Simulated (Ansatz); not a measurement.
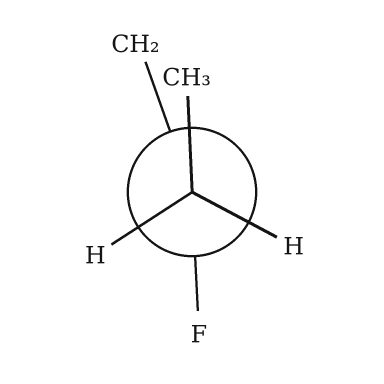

A Newman projection along the Sn–C bond, tin in front; angles are drawn as computed, but eclipsed bonds slightly apart. Computed geometry: PBE0-D4/def2-TZVP optimisation. No frequency run is at hand to confirm it as a minimum.

> Which molecule is it?

C3H7FSn, C=[C](F)[SnH2][CH3]

> What is the torsion angle from the front CH3 to the back F? The sign is positive where the front bond must turn clockwise to cover the back bond.

180°, antiperiplanar (anti).
